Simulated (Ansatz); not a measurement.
# Cl3FHf···NH3: what the fields show

```csv
atom,x (Å),y (Å),z (Å)
Hf,0.1575,0.0216,-0.1286
F,0.1602,-0.1120,1.8125
Cl,2.4205,0.0330,-0.7637
Cl,-0.7690,2.0579,-0.8909
Cl,-0.8263,-1.8699,-1.1464
N,-2.8147,-0.0430,1.5371
H,-3.0063,-0.7790,0.8864
H,-2.8823,0.8688,1.1300
H,-1.9499,-0.1773,2.0710
```

Core potentials replace the inner electrons of Hf; not at a stationary point (largest force 1.2 eV/Å).

These are results of Ansatz 0.2.0, RHF/def2-SVP, not measurements.

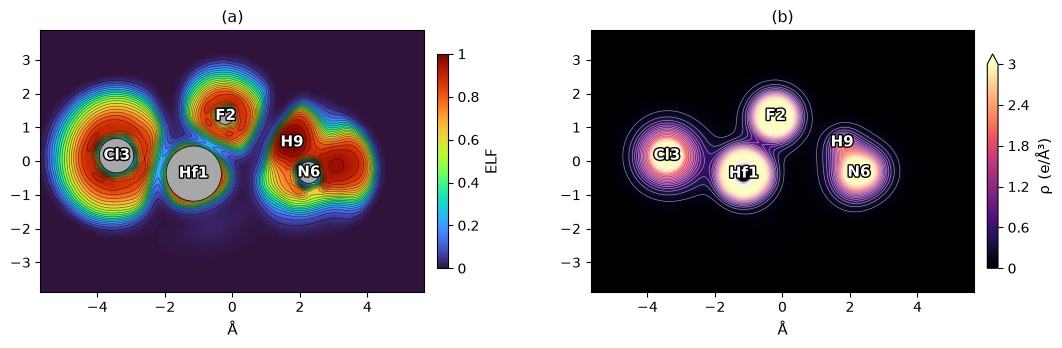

Figure 1. (a) ELF; (b) electron density on the plane of atoms F2, Hf1 and Cl3. Grey discs cover the atomic cores in the ELF map.

**Interpret the plot.**

Atoms in the plane: Hf, F, Cl, N and H.
Hf1···N6 (3.41 Å): the density falls to about 0.04 e/Å³ on the way; the ELF dips to about 0 between them.
Hf–F (1.95 Å): the density is about 0.78 e/Å³ at the midpoint; the ELF peaks at about 0.85 in the valence shell of F, 0.5 Å from its nucleus, and drops to about 0.20 between the two atoms.
Hf–Cl (2.35 Å): ρ at the midpoint is about 0.57 e/Å³; the ELF peaks at about 0.85 in the valence shell of Cl, 0.9 Å from its nucleus, and is about 0.35 at the midpoint.
N–H (1.03 Å): ρ is about 2.7 e/Å³ halfway; the ELF climbs to about 1 towards the hydrogen, as it does in any bond to H; a covalent bond by its length.
The ELF also peaks beside N6, away from the bonds: lone-pair regions.

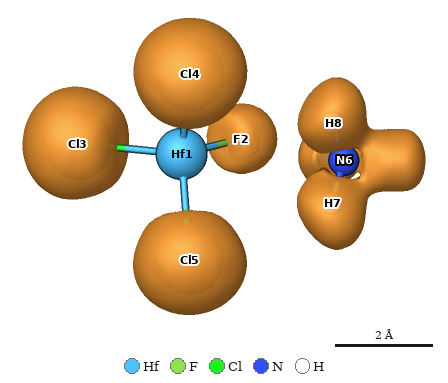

Figure 2. Isosurface of the electron localisation function at 0.8 (orange), seen at a tilt. Only the valence region is drawn (cores and ρ < 0.01 e/Å³ removed).

**What do the ELF domains correspond to?**

At this value the surface marks out three regions wrapped around Cl (the valence shell of each), one region wrapped around F (its valence shell) and one joined region spread over several atoms (H, N), in which their bonds and any lone pairs are merged.

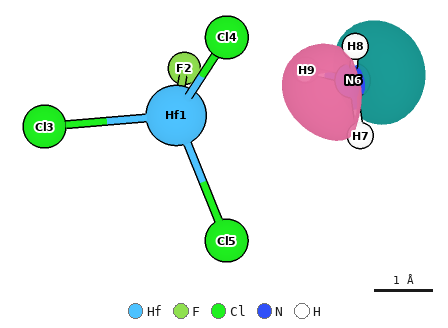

Figure 3. The HOMO at ±0.2 Å⁻³ᐟ² (teal and pink are the two phases), seen at a tilt.

**Where does this orbital lie, and at what energy?**

By Hirshfeld shares it lies mainly on N6 (about 75 %); largely a lone pair of N6. Its energy is −11.65 eV.
